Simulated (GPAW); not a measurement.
**Near-edge structure at the Ti K edge of Ti4O5 (I4/m)**

What does one-electron theory with a core hole give for the Ti K edge of Ti4O5 (I4/m)?

Program: GPAW 26.7.0. Level of theory: X-ray absorption from dipole matrix elements to empty bands, plane-wave PAW LDA+U. Results are calculated unless marked as measured.

### Step 1. Starting point

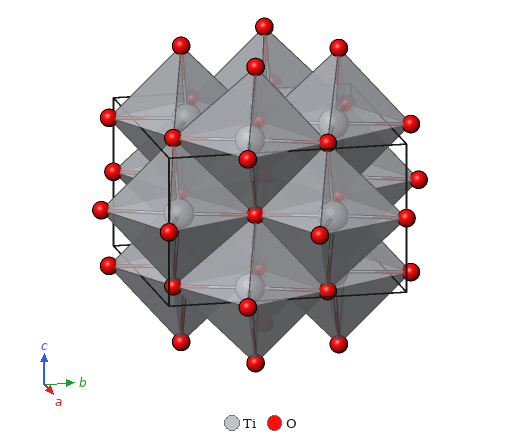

The starting structure, seen slightly off an axis (titanium light grey, oxygen red). This picture shows the conventional cell, with its axes. Some periodic images of atoms are drawn too.

Coordinates:

```cif
data_structure
_symmetry_space_group_name_H-M 'P 1'
_symmetry_Int_Tables_number 1
_cell_length_a 5.1155
_cell_length_b 5.1155
_cell_length_c 5.1155
_cell_angle_alpha 99.473
_cell_angle_beta 99.473
_cell_angle_gamma 132.132
_cell_volume 90.74
loop_
_atom_site_label
_atom_site_type_symbol
_atom_site_fract_x
_atom_site_fract_y
_atom_site_fract_z
_atom_site_occupancy
Ti1 Ti 0.60870 0.78345 0.39215 1
Ti2 Ti 0.21655 0.60870 0.82525 1
Ti3 Ti 0.78345 0.39130 0.17475 1
Ti4 Ti 0.39130 0.21655 0.60785 1
O5 O 0.50000 0.50000 0.00000 1
O6 O 0.90887 0.68925 0.59812 1
O7 O 0.31075 0.90887 0.21962 1
O8 O 0.68925 0.09113 0.78038 1
O9 O 0.09113 0.31075 0.40188 1
```

### Step 2. The field without a hole

A plain self-consistent run shows whether there is a gap, which decides the set-up of the core-hole run.

Contents of scf.py:

```python
import numpy as np
from ase import Atoms
from ase.parallel import parprint, paropen
from gpaw import GPAW, PW, FermiDirac, Mixer, MixerDif, setup_paths
from gpaw.test import gen
setup_paths.insert(0, '.')
gen('Ti', name='nch1s', xcname='LDA', corehole=(1, 0, 0), write_xml=True)
from gpaw.mpi import world
world.barrier()

atoms = Atoms('Ti4O5',
    cell=[[-3.30616792, 3.30616792, 2.07528548],
     [3.30616792, -3.30616792, 2.07528548],
     [3.30616792, 3.30616792, -2.07528548]],
    scaled_positions=[[0.60869752, 0.78345248, 0.39215001],
     [0.21654751, 0.60869752, 0.82524504],
     [0.78345248, 0.39130247, 0.17475496],
     [0.39130247, 0.21654751, 0.60784999],
     [0.5, 0.5, 0],
     [0.90887015, 0.68925036, 0.59812051],
     [0.31074964, 0.90887015, 0.21961979],
     [0.68925036, 0.09112985, 0.78038021],
     [0.09112985, 0.31074964, 0.40187949]],
    pbc=True)
atoms.calc = calc = GPAW(legacy_gpaw=True, mode=PW(500, force_complex_dtype=True), xc='LDA', setups={'Ti': ':d,2', 0: 'nch1s:d,2'},
    kpts={'size': (7, 7, 7), 'gamma': True}, occupations=FermiDirac(0.05),
    charge=0, mixer=Mixer(0.05, 8, 50), maxiter=150,
    convergence={'density': 0.0001, 'eigenstates': 1e-6}, txt='scf.txt')
energy = atoms.get_potential_energy() + calc.get_reference_energy()
ef = calc.get_fermi_level()
out = dict(energy=energy, fermi=ef, forces=atoms.get_forces().tolist())
parprint(f'all-electron energy {energy:.4f} eV, Fermi level {ef:.4f} eV')
ev = np.array([[calc.get_eigenvalues(k, s) for k in range(len(calc.get_ibz_k_points()))] for s in range(calc.get_number_of_spins())])
out['homo'], out['lumo'], out['counts'] = ev[ev < ef].max(), ev[ev > ef].min(), sorted(set((ev < ef).sum((0, 2)).tolist()))
out['filled'] = (ev[:, 0] < ef).sum(1).tolist()
import json
with paropen('out.json', 'w') as f:
    json.dump(out, f)
```

On the command line:

```bash
$ OMP_NUM_THREADS=1 mpirun -n 4 gpaw python scf.py
```

Numbers of over 12 decimals in the logs are rounded to 6 here.

The program printed:

```text
Input parameters:
  convergence: {density: 0.0001,
                eigenstates: 1e-06}
  kpts: {gamma: True,
         size: (7, 7, 7)}
  maxiter: 150
  mixer: {backend: pulay,
          beta: 0.05,
          method: separate,
          nmaxold: 8,
          weight: 50}
  mode: {ecut: 500.0,
         force_complex_dtype: True,
         name: pw}
  occupations: {fixmagmom: False,
                name: fermi-dirac,
                width: 0.05}
  setups: {0: nch1s:d,2,
           Ti: :d,2}

Initialize ...

[... PAW data sets ...]

Reference energy: -102835.336573  # eV

Spin-paired calculation

[... convergence settings ...]
Symmetries present (total): 2
  [... symmetry matrices ...]

343 k-points: 7 x 7 x 7 Monkhorst-Pack grid
100 k-points in the irreducible part of the Brillouin zone
       k-points in crystal coordinates                weights
   0:     0.00000000    0.00000000    0.00000000          1/343
   1:     0.00000000    0.00000000    0.14285714          2/343
   2:     0.00000000    0.00000000    0.28571429          2/343
   3:     0.00000000    0.00000000    0.42857143          2/343
   4:     0.14285714   -0.14285714   -0.42857143          2/343
   5:     0.14285714   -0.14285714   -0.28571429          2/343
   6:     0.14285714   -0.14285714   -0.14285714          2/343
   7:     0.14285714   -0.14285714    0.00000000          2/343
   8:     0.14285714   -0.14285714    0.14285714          2/343
   9:     0.14285714   -0.14285714    0.28571429          2/343
          ...
  99:     0.42857143    0.42857143    0.42857143          4/343

Wave functions: Plane wave expansion
  Cutoff energy: 500.000 eV
  Number of coefficients (min, max): 2272, 2322
  Pulay-stress correction: 0.000000 eV/Ang^3 (de/decut=0.000000)
  Using FFTW library
  Wavefunction extrapolation:
    Improved wavefunction reuse through dual PAW basis

Occupation numbers: Fermi-Dirac:
  width: 0.0500  # eV

Eigensolver
   Davidson(niter=2)

Densities:
  Coarse grid: 27*27*27 grid
  Fine grid: 54*54*54 grid
  Total Charge: 0.000000

Density mixing:
  Method: separate
  Backend: pulay
  Linear mixing parameter: 0.05
  old densities: 8
  Width of damping distribution: 1.1
  Damping of long wavelength oscillations: 50

[... Hamiltonian set-up ...]
Number of atoms: 9
Number of atomic orbitals: 72
Number of bands in calculation: 51
Number of valence electrons: 78
Bands to converge: occupied

... initialized

Initializing position-dependent things.

Density initialized from atomic densities
Creating initial wave functions:
  51 bands from LCAO basis set

         Ti   O
          O   Ti
               Oi
               O    Ti

Atomic positions and initial magnetic moments

Positions:
   0 Ti     1.874283    0.718745    2.075285    ( 0.0000,  0.0000,  0.0000)
   1 Ti     4.024912    1.431885   -0.000000    ( 0.0000,  0.0000,  0.0000)
   2 Ti    -0.718745    1.874283    2.075285    ( 0.0000,  0.0000,  0.0000)
   3 Ti     1.431885    2.587423   -0.000000    ( 0.0000,  0.0000,  0.0000)
   4 O      0.000000    0.000000    2.075285    ( 0.0000,  0.0000,  0.0000)
   5 O      1.251387    2.703587    2.075285    ( 0.0000,  0.0000,  0.0000)
   6 O      2.703587   -1.251387    2.075285    ( 0.0000,  0.0000,  0.0000)
   7 O      0.602581    4.557555   -0.000000    ( 0.0000,  0.0000,  0.0000)
   8 O      2.054781    0.602581   -0.000000    ( 0.0000,  0.0000,  0.0000)

Unit cell:
           periodic     x           y           z      points  spacing
  1. axis:    yes   -3.306168    3.306168    2.075285    27     0.1302
  2. axis:    yes    3.306168   -3.306168    2.075285    27     0.1302
  3. axis:    yes    3.306168    3.306168   -2.075285    27     0.1732

  Lengths:   5.115496   5.115496   5.115496
  Angles:   99.472905  99.472905 132.131749

Effective grid spacing dv^(1/3) = 0.1664

iter:   1   -83.436164
iter:   2   -81.549307   -0.95  -1.10
iter:   3   -76.938729   -0.03  -1.15
iter:   4   -77.110755   -0.72  -1.47
iter:   5   -79.281371   -0.45  -1.51
iter:   6   -77.087799   -0.59  -1.35
iter:   7   -77.125051   -1.38  -2.44
iter:   8   -77.121097c  -2.20  -2.47
iter:   9   -77.130522c  -2.42  -2.72
iter:  10   -77.123058c  -3.12  -2.58
iter:  11   -77.119934c  -3.35  -2.80
iter:  12   -77.119854c  -4.11  -3.04
iter:  13   -77.120128c  -3.76  -3.09
iter:  14   -77.120060c  -4.73  -3.51
iter:  15   -77.119980c  -5.17  -3.58
iter:  16   -77.119982c  -5.00  -3.81
iter:  17   -77.119973c  -5.94  -3.95
iter:  18   -77.119973c  -5.98  -4.36c
iter:  19   -77.119972c  -6.36c -4.52c

Converged after 19 iterations.

Dipole moment: (0.000000, -0.000000, -0.000000) |e|*Ang

Energy contributions relative to reference atoms: (reference = -102835.336573)

Kinetic:        +60.035746
Potential:      -63.457089
External:        +0.000000
XC:             -73.640174
Entropy (-ST):   -0.030997
Local:           -0.042957
SIC:             +0.000000
--------------------------
Free energy:    -77.135471
Extrapolated:   -77.119972

Showing only first 2 kpts
 Kpt  Band  Eigenvalues  Occupancy
  0    37      9.47732    2.00000
  0    38     10.09565    2.00000
  0    39     10.62268    1.93796
  0    40     11.08244    0.00632

  1    37      9.43468    2.00000
  1    38     10.14610    2.00000
  1    39     10.69898    1.74329
  1    40     11.08910    0.00554

Fermi level: 10.79476

No gap
No difference between direct/indirect transitions

Forces in eV/Ang:
  0 Ti    0.04250   -0.04803    0.00000
  1 Ti   -0.04796   -0.04248    0.00000
  2 Ti    0.04796    0.04248    0.00000
  3 Ti   -0.04250    0.04803    0.00000
  4 O     0.00000   -0.00000    0.00000
  5 O    -0.08609   -0.02490    0.00000
  6 O    -0.02478    0.08613    0.00000
  7 O     0.02478   -0.08613    0.00000
  8 O     0.08609    0.02490    0.00000
Scalar-relativistic atomic LDA calculation for Ti (Titanium, Z=22)
Core hole in 1s state (1s occupation: 2.0)
600 radial gridpoints.
|------------------------------------------------|
|------------------------------------------------|
[... the atom generator's iteration count ...]

Energy contributions:
-------------------------
Kinetic:     +858.169401
XC:           -40.035523
Potential:  -1669.760805
-------------------------
Total:       -851.626927

state      eigenvalue         ekin         rmax
-----------------------------------------------
1s^2.0 :  -178.412898   235.142209        0.046
2s^2.0 :   -19.674824    40.676506        0.270
2p^6.0 :   -16.315972    39.591103        0.219
3s^2.0 :    -2.287902     8.427789        0.869
3p^6.0 :    -1.425558     7.161594        0.900
3d^2.0 :    -0.164024     3.704740        0.977
4s^2.0 :    -0.168799     0.875365        2.882
4p^0.0 :    -0.056429     0.465286        3.811
-----------------------------------------------
(units: Bohr and Hartree)

Generating PAW setup
Kinetic energy of the core from tauc = 793.509929
Cutoffs:
rc(s)=2.400
rc(p)=2.000
rc(d)=2.000
rc(vbar)=1.800
rc(comp)=2.300
rc(nct)=2.400

Kinetic energy of the core states: 789.184048
Charge: 0.0
Core electrons: 10.0
Valence electrons: 12.0
Pseudo-core charge: 0.000001
Shape function alpha=1.890
Pseudo-electron charge 6.382666
state    eigenvalue         norm
--------------------------------
3s(2) :    -2.287902     0.302066
4s(2) :    -0.168799     0.990650
3p(6) :    -1.425558     0.436626
4p(0) :    -0.056429     0.981035
3d(2) :    -0.164024     0.588737
*d    :     0.835976
--------------------------------

Diagonalizing with gridspacing h=0.050

state   all-electron     PAW
-------------------------------
3s:      -2.287902    -2.288205
3p:      -1.425558    -1.426242
3d:      -0.164024    -0.164519
*f:                    0.065395
-------------------------------
all-electron energy -102912.4565 eV, Fermi level 10.7948 eV
```

It took 83 s on 4 MPI ranks of Intel Xeon Platinum 8488C (Sapphire Rapids), shared host; peak memory 0.32 GiB.

The mesh shows no gap, so the system is treated as a metal and the core electron is put at the Fermi level (neutral cell).

### Step 3. Supercell without a hole, the energy reference

The photon energy needs a difference of total energies, so the cell and mesh of the coming hole run are first run without a hole.

Contents of scf.py:

```python
import numpy as np
from ase import Atoms
from ase.parallel import parprint, paropen
from gpaw import GPAW, PW, FermiDirac, Mixer, MixerDif, setup_paths
from gpaw.test import gen
setup_paths.insert(0, '.')
gen('Ti', name='nch1s', xcname='LDA', corehole=(1, 0, 0), write_xml=True)
from gpaw.mpi import world
world.barrier()

atoms = Atoms('Ti8O10',
    cell=[[-3.30616792, 3.30616792, 2.07528548],
     [3.30616792, 3.30616792, 2.07528548],
     [-3.30616792, 3.30616792, -6.22585644]],
    scaled_positions=[[0.02089628, 0.39215001, 0.80434876],
     [0.52089628, 0.39215001, 0.30434876],
     [0.49957623, 0.82524504, 0.10827376],
     [0.99957623, 0.82524504, 0.60827376],
     [0.50042377, 0.17475496, 0.89172624],
     [0.00042377, 0.17475496, 0.39172624],
     [0.97910372, 0.60784999, 0.19565124],
     [0.47910372, 0.60784999, 0.69565124],
     [0.25, 0, 0.75],
     [0.75, 0, 0.25],
     [0.26518472, 0.59812051, 0.95443508],
     [0.76518471, 0.59812051, 0.45443508],
     [0.74650467, 0.21961979, 0.65537482],
     [0.24650467, 0.21961979, 0.15537482],
     [0.25349533, 0.78038021, 0.34462518],
     [0.75349533, 0.78038021, 0.84462518],
     [0.73481529, 0.40187949, 0.04556492],
     [0.23481529, 0.40187949, 0.54556492]],
    pbc=True)
atoms.calc = calc = GPAW(legacy_gpaw=True, mode=PW(500, force_complex_dtype=True), xc='LDA', setups={'Ti': ':d,2', 0: 'nch1s:d,2'},
    kpts={'size': (4, 4, 3), 'gamma': True}, occupations=FermiDirac(0.1),
    charge=0, mixer=Mixer(0.05, 8, 50), maxiter=150,
    convergence={'density': 0.0001, 'eigenstates': 1e-6}, txt='scf.txt')
energy = atoms.get_potential_energy() + calc.get_reference_energy()
ef = calc.get_fermi_level()
out = dict(energy=energy, fermi=ef, forces=atoms.get_forces().tolist())
parprint(f'all-electron energy {energy:.4f} eV, Fermi level {ef:.4f} eV')
ev = np.array([[calc.get_eigenvalues(k, s) for k in range(len(calc.get_ibz_k_points()))] for s in range(calc.get_number_of_spins())])
out['homo'], out['lumo'], out['counts'] = ev[ev < ef].max(), ev[ev > ef].min(), sorted(set((ev < ef).sum((0, 2)).tolist()))
out['filled'] = (ev[:, 0] < ef).sum(1).tolist()
import json
with paropen('out.json', 'w') as f:
    json.dump(out, f)
```

The program printed:

```text
Input parameters:
  convergence: {density: 0.0001,
                eigenstates: 1e-06}
  kpts: {gamma: True,
         size: (4, 4, 3)}
  maxiter: 150
  mixer: {backend: pulay,
          beta: 0.05,
          method: separate,
          nmaxold: 8,
          weight: 50}
  mode: {ecut: 500.0,
         force_complex_dtype: True,
         name: pw}
  occupations: {fixmagmom: False,
                name: fermi-dirac,
[...]
4s(2) :    -0.168799     0.990650
3p(6) :    -1.425558     0.436626
4p(0) :    -0.056429     0.981035
3d(2) :    -0.164024     0.588737
*d    :     0.835976
--------------------------------

Diagonalizing with gridspacing h=0.050

state   all-electron     PAW
-------------------------------
3s:      -2.287902    -2.288205
3p:      -1.425558    -1.426242
3d:      -0.164024    -0.164519
*f:                    0.065395
-------------------------------
all-electron energy -205824.9460 eV, Fermi level 10.7554 eV
[key lines of the parts left out:]
Converged after 30 iterations.
Dipole moment: (0.000000, 0.000000, -0.000000) |e|*Ang
Free energy:   -154.388881
Fermi level: 10.75544
```

Wall time 2.3 min (4 MPI ranks); peak memory 0.39 GiB.

Reference energy: -205824.946 eV with the cores included.

(Continued in part 2 of 2.)

[Banner, clock and machine lines of the logs are left out without a mark of their own.]

[Logs are printed without paths, hosts, clocks, repeated set-up lines and the standing remarks that a program may print on its own settings, such as how far it seeks lower states.]

[Hosts, paths, dates, database ids (printed as entryN), source tags and the programs' standing remarks are cut or masked in the printed files.]

[Lists of maxima count a maximum above −3 eV only where it reaches 4 % of the highest in the window and stands out from its surroundings by 2 % of it (1.5 % where it reaches 55 %); shoulders and weaker maxima are passed over, and of the rest the first, up to two pre-edge ones and the few strongest are named.]
